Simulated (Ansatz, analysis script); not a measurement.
**NiO: exchange from constrained states**

Aim: the energy that it costs to turn one moment of NiO against the others.

Calculated with Ansatz 0.2.0; LDA with U = 6 eV on Ni d (ortho-atomic projectors), PAW set soft_1 (files made for PBE).

## (1) The structure

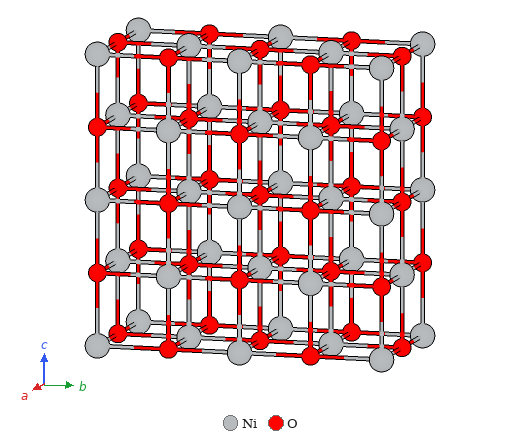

The starting structure, seen slightly off an axis (nickel light grey, oxygen red). 1×2×2 cells are drawn. This picture shows the conventional cell, with its axes. Some periodic images of atoms are drawn too.

The cell of this run holds 4 atoms, 2 of them with a starting moment; values «a cell» refer to the cell of the run in question.

## (2) Collinear start 1: antiferro q=(0,1/2,1/2) +-

The order that a run ends on hangs on its start, so several orders are typed and the lowest is carried on. The program's own search can turn an unstable start over.

input.yaml

```yaml
crystal:
  lattice:
    - [0.0, 2.0859016414, 2.0859016414]
    - [4.1718032828, 0.0, 4.1718032828]
    - [4.1718032828, 2.0859016414, 2.0859016414]
  atoms:
    - { symbol: Ni, position: [0.0, 0.0, 0.0], spin: 2.0 }
    - { symbol: Ni, position: [0.0, 0.5, 0.0], spin: -2.0 }
    - { symbol: O, position: [0.5, 0.0, 0.5] }
    - { symbol: O, position: [0.5, 0.5, 0.5] }
magnetization:
  spin_polarized: true
kpoints:
  mp_grid: { grid: [8, 8, 8] }
hamiltonian:
  xc: lda
  hubbard:
    projectors: ortho-atomic
    sites: [{ species: Ni, l: d, u_eff: 6.0 }]
  pseudopotentials: { kind: paw, azcp: { folder: soft_1 }, xc_functional: pbe }
scf:
  occupations: { method: fermi_dirac, width: 0.05 }
  max_iter: 120
  convergence: { dr2_threshold: 1.0e-08 }
output:
  write_density: true
  write_potential: true
  elf: true
  volumetric_format: npy
```

Started as:

```console
> ansatz run input.yaml --threads 4 --pin off --max-ram 8192MiB --backend cpu --events-out ev --progress --plain --runs-dir out
```

Numbers of over 12 decimals in the logs are rounded to 6 here.

What it wrote:

```text
basis.fft_grid_basis auto: the FFT boxes are laid along the combinations [[1, 0, 0], [-1, 1, 0], [0, -1, 1]] of the cell's own vectors, 2.950, 5.109 and 2.950 Å long. The dense box has 20×36×20 points. Along the cell's own vectors, as sized, it would have 20×40×36, 2.00 times as many. basis.fft_grid_basis: typed keeps the cell's own vectors: state it where this run's energies or levels are differenced outside the eng [...]
Engine: ansatz 0.2.0, aarch64-unknown-linux-gnu
Pseudopotentials: kind: paw
Pseudopotential: Ni, paw, valence charge 18, recommended cutoff 420 eV (normal), soft_1/Ni.paw.azcp
Pseudopotential: O, paw, valence charge 6, recommended cutoff 420 eV (normal), soft_1/O.paw.azcp
Functional definition: SPW92
  exchange = slater_x
  correlation = pw_c
Crystal: 4 atoms, lattice volume = 36.303 Å³
Basis set: ecut = 420 eV, 681 PW (Γ), FFT grids on a1, −a1+a2, −a2+a3
Bands: 32, of which v1, the nominal top of the filled ones, is band 24 counted from 1 (23 counted from 0)
Symmetry: 16 space group operations
Space group: P4/mmm (ITA 123), of the structure as read, at distance tolerance 3.3e-5 Å
Magnetic group: BNS 123.350 (UNI 1010), of the structure as read, at distance tolerance 3.3e-5 Å
k-points: 75 of 512
Non-local potential: Ni, projectors of the file, l = 0: 3, l = 1: 2, l = 2: 3, l = 3: 1
Non-local potential: O, projectors of the file, l = 0: 2, l = 1: 2, l = 2: 1
PAW form: soft (Blöchl's): semilocal exchange-correlation on the pseudo side does not see the compensation charge
PAW frozen core: Ni, regenerated for the run's functional, and the local potential with it (the file was generated under x = pbe(κ = 0.804, μ = 0.219515), c = pbe(β = 0.066725))
PAW frozen core: O, regenerated for the run's functional, and the local potential with it (the file was generated under x = pbe(κ = 0.804, μ = 0.219515), c = pbe(β = 0.066725))
PAW one-centre angular grid: Ni, 590 points (default); XC on 64 Gauss nodes
PAW one-centre angular grid: O, 110 points (default); XC on 64 Gauss nodes
Initial density: superposition of atomic densities (chi_scale 0.1, normalization cell, long waves kept (reshape's long-wave potential 0.00 eV rms))
Starting moments: Σ|m| = 4 μB on 2 of 4 sites
Starting magnetic order: antiferromagnet; a translation exchanges its spin sublattices: spin-degenerate at every k-point
Initial wavefunctions: pseudopotential atomic-orbital guess
Functional: x = slater, c = lda
SCF iter   1: F=—  HF=-12654.957251 eV  |F-HF|=—  |Δ(HF+E_count)|=         —  Δρ=2.98e-1 (↑2.98e-1 ↓2.98e-1)  dr2=6.55e1  dr2_m=1.05e1  M=0.000 μB ∫|m|=0.785 μB  β_m=0.30  ethr=3.10e-3  ⟨swp⟩=4.7  Hψ=8431  notcnv=0  defer=13
preconditioner: auto → Kerker (q_TF=auto, 2.858 Å⁻¹)  [metal: Δε(μ)=0.038 eV  Ē_g=14.836 eV  σ=0.050 eV  W_gap=0.18  n_scr=14 (ndim 8)  ℏωp=34.9 eV  f_vac=0.000  D(μ)=2.89/eV (n_scr^D=36)]
spin=Collinear: Kerker preconditioning applied to the charge; magnetization (m = ρ↑ − ρ↓) channel mixes plain (no charge-response kernel on spin).
SCF iter   2: F=—  HF=-12647.925395 eV  |F-HF|=—  |Δ(HF+E_count)|=    7.03e0  Δρ=5.84e-2 (↑5.84e-2 ↓5.84e-2)  dr2=9.08e-1  dr2_m=2.62e-1  M=0.000 μB ∫|m|=2.726 μB  β_m=0.30  ethr=3.10e-3  ⟨swp⟩=3.7  Hψ=6262  notcnv=0  defer=138
SCF iter   3: F=—  HF=-12648.714234 eV  |F-HF|=—  |Δ(HF+E_count)|=   7.89e-1  Δρ=4.20e-2 (↑4.20e-2 ↓4.20e-2)  dr2=4.62e-1  dr2_m=2.00e-1  M=0.000 μB ∫|m|=3.018 μB  β_m=1.00  ethr=1.89e-3  ⟨swp⟩=3.1  Hψ=4865  notcnv=0  defer=140
SCF iter   4: F=—  HF=-12649.618962 eV  |F-HF|=—  |Δ(HF+E_count)|=   9.05e-1  Δρ=1.86e-2 (↑1.86e-2 ↓1.86e-2)  dr2=6.13e-2  dr2_m=8.82e-2  M=0.000 μB ∫|m|=3.321 μB  β_m=1.00  ethr=9.62e-4  ⟨swp⟩=2.9  Hψ=5199  notcnv=0  defer=143
SCF iter   5: F=—  HF=-12650.263661 eV  |F-HF|=—  |Δ(HF+E_count)|=   6.45e-1  Δρ=2.86e-2 (↑2.86e-2 ↓2.86e-2)  dr2=4.01e-1  dr2_m=1.57e-1  M=0.000 μB ∫|m|=3.664 μB  β_m=1.00  ethr=1.28e-4  ⟨swp⟩=2.9  Hψ=4914  notcnv=0  defer=151
SCF iter   6: F=—  HF=-12650.655390 eV  |F-HF|=—  |Δ(HF+E_count)|=   3.92e-1  Δρ=8.14e-3 (↑8.14e-3 ↓8.14e-3)  dr2=4.48e-2  dr2_m=6.14e-4  M=0.000 μB ∫|m|=3.653 μB  β_m=0.30  ethr=1.28e-4  ⟨swp⟩=2.8  Hψ=5161  notcnv=0  defer=152
SCF iter   7: F=—  HF=-12650.946879 eV  |F-HF|=—  |Δ(HF+E_count)|=   2.91e-1  Δρ=8.23e-3 (↑8.23e-3 ↓8.23e-3)  dr2=4.72e-2  dr2_m=1.60e-3  M=0.000 μB ∫|m|=3.685 μB  β_m=1.00  ethr=9.34e-5  ⟨swp⟩=2.0  Hψ=4785  notcnv=0  defer=166
SCF iter   8: F=—  HF=-12651.110807 eV  |F-HF|=—  |Δ(HF+E_count)|=   1.64e-1  Δρ=5.76e-3 (↑5.76e-3 ↓5.76e-3)  dr2=1.79e-2  dr2_m=3.68e-3  M=0.000 μB ∫|m|=3.709 μB  β_m=1.00  ethr=9.34e-5  ⟨swp⟩=2.0  Hψ=2920  notcnv=0  defer=168
SCF iter   9: F=—  HF=-12651.211641 eV  |F-HF|=—  |Δ(HF+E_count)|=   1.01e-1  Δρ=6.54e-3 (↑6.54e-3 ↓6.54e-3)  dr2=3.37e-2  dr2_m=5.58e-3  M=0.000 μB ∫|m|=3.742 μB  β_m=1.00  ethr=3.72e-5  ⟨swp⟩=2.0  Hψ=3653  notcnv=0  defer=168
SCF iter  10: F=—  HF=-12651.270053 eV  |F-HF|=—  |Δ(HF+E_count)|=   5.84e-2  Δρ=4.72e-3 (↑4.72e-3 ↓4.72e-3)  dr2=2.59e-2  dr2_m=5.77e-4  M=0.000 μB ∫|m|=3.750 μB  β_m=1.00  ethr=3.72e-5  ⟨swp⟩=1.8  Hψ=2839  notcnv=0  defer=168
[...]
Mixer restart at iter 15: flushing history
spin-set hold released at iteration 15 (site moments' squared step at or under half its running peak, from the soft ceiling on): the magnetisation degrees of freedom join the quasi-Newton model from the next iteration; the mixer history was flushed
SCF iter  16: F=—  HF=-12651.344700 eV  |F-HF|=—  |Δ(HF+E_count)|=   1.94e-3  Δρ=4.89e-4 (↑4.89e-4 ↓4.89e-4)  dr2=4.71e-5  dr2_m=6.44e-5  M=0.000 μB ∫|m|=3.763 μB  β_m=0.65  ethr=1.57e-7  ⟨swp⟩=2.0  Hψ=4181  notcnv=0  defer=169
SCF iter  17: F=—  HF=-12651.347587 eV  |F-HF|=—  |Δ(HF+E_count)|=   2.89e-3  Δρ=6.19e-4 (↑6.19e-4 ↓6.19e-4)  dr2=2.07e-5  dr2_m=1.20e-4  M=0.000 μB ∫|m|=3.767 μB  β_m=0.82  ethr=9.81e-8  ⟨swp⟩=2.1  Hψ=4039  notcnv=0  defer=169
SCF iter  18: F=—  HF=-12651.348113 eV  |F-HF|=—  |Δ(HF+E_count)|=   5.26e-4  Δρ=5.39e-4 (↑5.39e-4 ↓5.39e-4)  dr2=2.33e-4  dr2_m=1.38e-5  M=0.000 μB ∫|m|=3.770 μB  β_m=0.77  ethr=4.30e-8  ⟨swp⟩=2.5  Hψ=4321  notcnv=0  defer=169
SCF iter  19: F=—  HF=-12651.348036 eV  |F-HF|=—  |Δ(HF+E_count)|=   7.66e-5  Δρ=9.16e-5 (↑9.16e-5 ↓9.16e-5)  dr2=5.09e-6  dr2_m=6.42e-7  M=0.000 μB ∫|m|=3.769 μB  β_m=0.78  ethr=4.30e-8  ⟨swp⟩=2.3  Hψ=4107  notcnv=0  defer=169
SCF iter  20: F=—  HF=-12651.348036 eV  |F-HF|=—  |Δ(HF+E_count)|=   3.33e-7  Δρ=4.42e-5 (↑4.42e-5 ↓4.42e-5)  dr2=8.66e-7  dr2_m=6.73e-8  M=0.000 μB ∫|m|=3.769 μB  β_m=0.89  ethr=1.06e-8  ⟨swp⟩=2.0  Hψ=3326  notcnv=0  defer=169
SCF iter  21: F=—  HF=-12651.348036 eV  |F-HF|=—  |Δ(HF+E_count)|=   3.40e-7  Δρ=7.76e-6 (↑7.76e-6 ↓7.76e-6)  dr2=3.06e-8  dr2_m=2.31e-9  M=0.000 μB ∫|m|=3.769 μB  β_m=0.89  ethr=1.80e-9  ⟨swp⟩=2.1  Hψ=3713  notcnv=0  defer=169
SCF iter  22: F=-12651.348036 eV  HF=-12651.348036 eV  |F-HF|=6.15e-10  |Δ(HF+E_count)|=   7.31e-9  Δρ=1.51e-6 (↑1.51e-6 ↓1.51e-6)  dr2=2.23e-9  dr2_m=1.55e-10  M=0.000 μB ∫|m|=3.769 μB  ethr=2.08e-11  ⟨swp⟩=6.2  Hψ=9352  notcnv=0
SCF 1 converged in 22 iterations: F = -12651.348036 eV  dr2 = 2.23e-9
  greatest PAW one-centre occupation: 1.002 electrons in one spin orbital (limit 2), on the Ni atom at site 1 (counted from 0), in its partial waves of l = 1
Symmetry: 4 space group operations
k-points: 170 of 512
Initial density: read from a saved state, or passed on in memory by an earlier SCF of this step, an earlier step, the calling program or the single point that the run made first
Starting moments: Σ|m| = 4 μB on 2 of 4 sites; this step starts from the density that it was given
Initial wavefunctions: those read from a saved state, or passed on in memory by an earlier step or the calling program
the translation (0, 0.5, 0) carries every atom to within crystal.symmetry.tolerance of an atom of its element with the starting moment reversed, but both spin channels are solved: the run starts from a saved state that isn't shown to keep it, or this solve from the single point that its walk made first
iter 1 solved again at ethr=4.61e-12 eV; its pass at ethr=2.08e-6 eV (dr2=2.21e-9 eV) is discarded
SCF iter   1: F=—  HF=-12651.348036 eV  |F-HF|=—  |Δ(HF+E_count)|=         —  Δρ=1.50e-6 (↑1.50e-6 ↓1.50e-6)  dr2=2.21e-9  dr2_m=1.55e-10  M=0.000 μB ∫|m|=3.769 μB  ethr=4.61e-12  ⟨swp⟩=1.0  Hψ=48896  notcnv=0
preconditioner: auto → none  [insulator: Δε(μ)=1.318 eV  Ē_g=14.654 eV  σ=0.050 eV  W_gap=1.00  n_scr=14 (ndim 8)  ℏωp=34.9 eV  f_vac=0.000  D(μ)=0.00/eV (n_scr^D=0)  ε∞_Penn≈6.7]
SCF converged after 22 iterations
Magnetization: 0.0000 μB (24.0000 up, 24.0000 down)
Absolute magnetization: 3.7737 μB (∫|ρ↑−ρ↓|, with the PAW one-centre terms)
Spin contamination: 2.0015 ħ² per cell (⟨S²⟩ above its minimum at these occupations)
Per-site moments (μB) at R_I (Å): [(1.689761, 0.860434), (-1.689761, 0.860434), (-0.084727, 0.860434), (0.084727, 0.860434)]
Free energy (F): -12651.348036 eV
Harris-Foulkes:  -12651.348036 eV  (|F-HF|=6.15e-10)
Internal energy: -12651.348036 eV  (E = F + TS)
E sigma→0 (E₀):  -12651.348036 eV
Entropy (-TS):   -0.000000 eV (-0.000 meV/atom)
Fermi energy:    14.154007 eV
--- Per-component energies (eV) ---
  E_band       = -727.128425
  E_kinetic    = 997.590069
  E_local      = -6561.873156  (includes V_loc(G=0)·N_el)
  E_nonlocal   = -105.418529
  E_hartree    = 3366.089524
  E_xc         = -360.004244
  E_vxc        = -465.308591  (∫ρ·V_xc dr)
  E_hubbard    = 1.815834  (on-site DFT+U / exact-exchange correction)
  E_vhub       = -46.301105  (the Hubbard potential's part of the band-sum identity)
  E_paw        = -3481.015349  (= ΣΔE_a)
  E_vpaw       = -1278.003883  (= ΣTr[D̂ρ^β])
  E_aug_tail   = 0.003549  (compensation charges beyond the density's cutoff)
  E_ewald      = -6509.597820
  E_core_change = 1.062085  (= ΣΔE_core)
  E_smearing   = -0.000000  (= −TS)
  E_closure    = 0.000000  (closes the sum)
  Σ components = -12651.348036   (vs F -12651.348036, Δ=0.00e0)
--- Band table (eV; the first three rows and the last of 150) ---
  k-point 0 ↑: bands = [... 20 lower, 10.1518, 11.5850, 11.5956, 11.5956, 14.8257, 15.0895, 15.6931, 19.9596, ... 4 higher]
  k-point 1 ↑: bands = [... 20 lower, 10.5199, 10.8830, 11.6755, 11.7124, 15.1802, 15.3498, 16.7547, 20.5805, ... 4 higher]
  k-point 2 ↑: bands = [... 20 lower, 10.5569, 10.6015, 12.2164, 12.3443, 15.9584, 15.9674, 18.4548, 21.5209, ... 4 higher]
  k-point 74 ↓: bands = [... 20 lower, 9.9961, 10.4989, 10.4989, 11.2898, 15.3633, 15.9161, 22.2321, 22.7233, ... 4 higher]
Occupation matrices written to <dir>
```

Wall time 9.5 s (4 threads of Arm Neoverse V1, shared host); peak memory 0.9 GiB; 30 s of CPU time.

The column dr2 measures how far the density is from self-consistency, as an energy; F and HF (Harris–Foulkes) agree once it is small.

It ends antiferromagnetic, with 1.69 μB on the largest site.

## (3) Collinear start 2: antiferro q=(0,0,1/2) +-

The density is converged from the given moments; the state reached depends on that start.

This run holds the same structure in another cell (b 5.900 → 2.950 Å, c 5.109 → 5.900 Å, α 30.0 → 60.0°, β 54.7 → 60.0°).

input.yaml, the sections that differ from step 2:

```yaml
crystal:
  lattice:
    - [0.0, 2.0859016414, 2.0859016414]
    - [2.0859016414, 0.0, 2.0859016414]
    - [4.1718032828, 4.1718032828, 0.0]
  atoms:
    - { symbol: Ni, position: [0.0, 0.0, 0.0], spin: 2.0 }
    - { symbol: Ni, position: [0.0, 0.0, 0.5], spin: -2.0 }
    - { symbol: O, position: [0.5, 0.5, 0.25] }
    - { symbol: O, position: [0.5, 0.5, 0.75] }
kpoints:
  mp_grid: { grid: [8, 8, 4] }
# magnetization, hamiltonian, scf: as in step 2
# output: removed
```

What it wrote:

```text
[...]
Crystal: 4 atoms, lattice volume = 36.303 Å³
Basis set: ecut = 420 eV, 683 PW (Γ)
Bands: 32, of which v1, the nominal top of the filled ones, is band 24 counted from 1 (23 counted from 0)
Symmetry: 12 space group operations
[...]
k-points: 35 of 256
[...]
Starting moments: Σ|m| = 4 μB on 2 of 4 sites
[...]
Absolute magnetization: 3.4550 μB (∫|ρ↑−ρ↓|, with the PAW one-centre terms)
[...]
Per-site moments (μB) at R_I (Å): [(1.600092, 0.860434), (-1.600092, 0.860434), (-5.623794485139513e-19, 0.860434), (2.0648056650483794e-17, 0.860434)]
Free energy (F): -12651.663404 eV
[...]
Internal energy: -12651.663404 eV  (E = F + TS)
E sigma→0 (E₀):  -12651.663404 eV
Fermi energy:    13.920036 eV
[...]
Occupation matrices written to <dir>
[key lines of the parts left out:]
SCF converged after 18 iterations
Magnetization: 0.0000 μB (24.0000 up, 24.0000 down)
```

Run time: 3.8 s. Hardware: 4 threads; peak memory 0.58 GiB.

It ends antiferromagnetic, with 1.60 μB on the largest site.

## (4) Which start is lowest

```tsv
typed order	atoms	final state	energy (meV/atom)	largest moment (μB)
antiferro q=(0,1/2,1/2) +-	4	antiferromagnetic	78.84	1.69
antiferro q=(0,0,1/2) +-	4	antiferromagnetic	0.00	1.60
```

The session goes on from the lowest state with moments found, typed antiferro q=(0,0,1/2) +-.

Spin moment in the atom's sphere by atom:

```tsv
atom	spin moment in the atom's sphere (μB)
Ni1	1.60
Ni2	-1.60
O3	0.00
O4	0.00
```

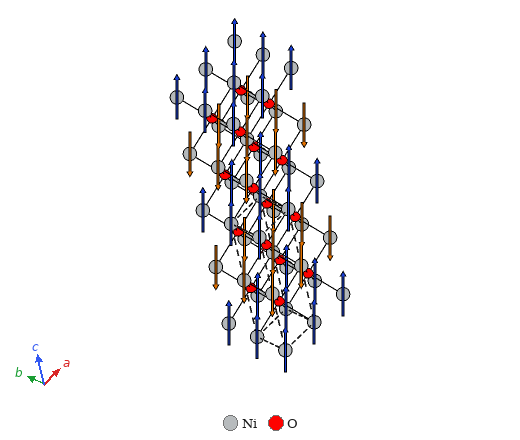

Spin moment in the atom's sphere as arrows, the longest 1.60 μB. Up and down stand for the sign. Arrows give size and sign along the axis of quantisation, drawn up and down the page. The two directions have two colours. Bonds to atoms that aren't drawn are left out. 2×2×2 cells are drawn. Some periodic images of atoms are drawn too.

Tables count atoms from 1; parts of the log count from 0.

[end of part 1 of 2]

[Logs and program files are shortened in this print: banners, set-up blocks, solver, clock and traceback lines can be left out without a mark of their own.]

[Logs are printed without paths, hosts, clocks, repeated set-up lines and the standing remarks that a program may print on its own settings, such as how far it seeks lower states.]

[Hosts, paths, dates, database ids (printed as entryN), source tags and the programs' standing remarks are cut or masked in the printed files.]
